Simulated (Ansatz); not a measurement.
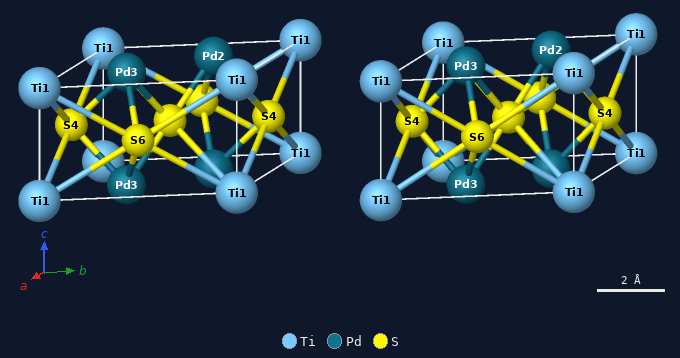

Two geometries of crystalline TiPd$_{2}$S$_{3}$ (a generated structure, set up in P6/mmm), drawn at one scale. One is the start of a relaxation, the other its converged end. The picture is a ball-and-stick view of the cell of the calculation, seen slightly off an axis.

The calculation used DFT PBE, scalar-relativistic, plane waves, PAW (Ansatz). Settings: plane-wave cutoff 420 eV; k-point mesh 6 × 6 × 12; occupations gaussian; smearing width 0.1 eV; collinear spin; cell and atoms relaxed; force threshold 0.01 eV/Å; at most 80 steps.

**Which geometry has the lower energy?**

The right one is the relaxed one. No atom moves by more than 0.005 Å relative to the cell. The drawn cell changes as follows: a = b 6.026 → 5.893 Å (−2.2 %), c 3.452 → 3.633 Å (+5.2 %); the volume changes by +0.6 %. Some distances before and after: Pd–S 2.451 → 2.489 Å, S–Ti 3.473 → 3.462 Å. Among the angles between lasting bonds that change: Pd–S–Pd 90.4° → 86.2°, Pd–S–Pd 89.6° → 93.8°, S–Pd–S 89.6° → 93.8°. The space group stays P6/mmm (No. 191). After 4 accepted moves (5 points after the start) the energy has fallen by 9.7 meV per atom. All forces vanish by symmetry, so only the cell relaxes. Pressure: 2.77 GPa at the start and 0.01 GPa at the end. At 1 point the geometry stayed and the basis and grid were re-selected for the new cell (energy shift of less than 0.05 meV per atom at most each time). Cost: 8.2 min on 1 thread of Intel(R) Xeon(R) Processor @ 2.50GHz (Skylake/Cascade Lake), on a shared host, peak memory 0.66 GiB.
